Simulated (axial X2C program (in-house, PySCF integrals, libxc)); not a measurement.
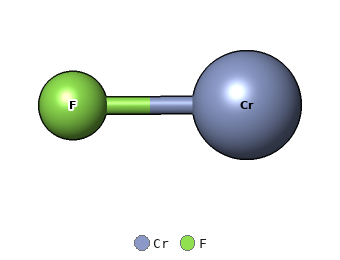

*The molecule at the reference distance of 1.832 Å.*

# Run report: CrF⁻, relativistic diatomic calculation

- system: CrF⁻, single determinant with Ω = 2. The distance is the PBE0 minimum at charge −1.
- method: expectation values, HF and Kohn-Sham, two-component X2C with atomic mean-field Coulomb and Gaunt terms, Cr dyall-acv3z, F dyall-av3z (cores contracted) (axial X2C program (in-house, PySCF integrals, libxc))

Log:
```
two-component X2C + atomic mean field  PBE0
basis functions 178  fitting functions 957  grid points 5077
iter        total energy     max residual
   1      -1148.349209302     1.21e+00
   2      -1150.158722145     3.93e-01
   3      -1150.238315282     1.05e-01
   4      -1150.293174169     5.00e-02
   5      -1150.302785344     3.20e-02
   6      -1150.308899302     1.53e-02
   7      -1150.309870406     1.18e-02
   8      -1150.310178418     2.63e-03
   9      -1150.310233195     1.65e-03
  10      -1150.310259389     1.33e-03
  11      -1150.310269859     5.04e-04
  12      -1150.310273039     3.29e-04
  13      -1150.310275131     2.07e-04
  14      -1150.310275693     1.98e-04
  15      -1150.310275879     1.09e-04
  16      -1150.310275952     6.78e-05
  17      -1150.310275973     2.26e-05
  18      -1150.310275979     2.38e-05
  19      -1150.310275982     1.22e-05
  20      -1150.310275983     5.80e-06
converged
one-electron -1716.09008266  Coulomb 563.12096154  exact exchange -14.54075981  xc functional -44.92445361  nuclear repulsion 62.39207290  atomic mean-field constant -0.26801435
```

Expectation values by level of theory:

```tsv
quantity	PBE0	HF	LDA	r2SCAN	PBE
effective field for an electron dipole moment (GV/cm)	0.227	−0.227	0.292	0.206	0.268
field gradient at the first nucleus (a.u.)	−0.00966	0.0508	0.153	−0.0451	0.0781
field gradient at the second nucleus (a.u.)	0.664	0.384	0.763	0.717	0.761
A∥/gI, first nucleus (MHz)	160	231	145	242	146
A∥/gI, second nucleus (MHz)	−11.9	−1.43	−17.1	−10.6	−13.1
```

Each column comes from one determinant with 2 or more unpaired spinors, which can mix states, in a basis with contracted cores. The levels disagree widely: the effective field runs from −0.227 to 0.292 GV/cm, A∥/gI at the second nucleus runs from −17.1 to −1.43 MHz and the field gradient at the first nucleus runs from −0.0451 to 0.153 a.u. They may not all have settled in the same state, and these values aren't reliable properties of the molecule.

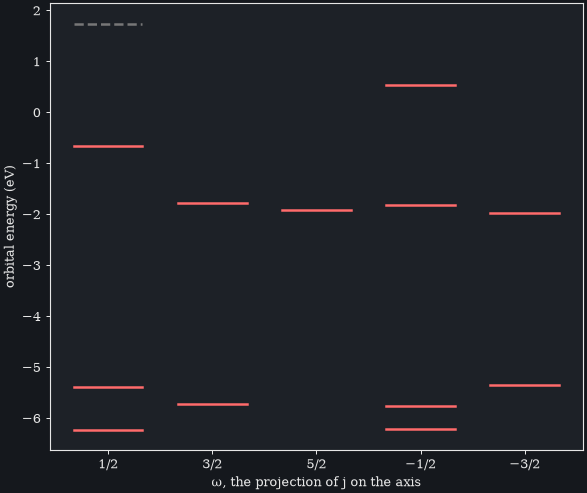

*Orbital energies (PBE0) near the frontier at 1.83 Å, filled (solid) and empty (dashed).*

The highest filled spinor (−1/2; 74 % Cr s, 19 % Cr p) lies at 0.54 eV, the lowest empty one (1/2; 100 % Cr p) at 1.74 eV. A filled level above zero is held only by the finite basis .

Input file:
```
{"zs": [24, 9], "q": -1, "bas": ["dyall-acv3z", "dyall-av3z"], "r0": 1.86, "levels": ["PBE0", "HF", "LDA", "r2SCAN", "PBE"], "nst": 3}
```

The line is the task of a batch: nuclear charges, charge, bases, the levels to run, a first guess of the distance and further settings. This report covers the levels named above. The log is that of the reference distance.

Launched within a batch (the task file carries these settings):
```bash
python <driver script> task.json out
```

Key numbers:

- outcome: converged; the levels of theory disagree widely; a filled level lies above zero
- hardware: 1 thread of Arm Neoverse V1, 24 GiB of memory available, shared host
- wall time: 3.7 s
- peak memory: 0.32 GiB

Notes:

The highest filled level (PBE0, up to 0.54 eV) lies above zero. That is common for anions, where the functional's self-interaction leaves the outer electrons unbound; only the finite basis holds them, so such levels depend on it.
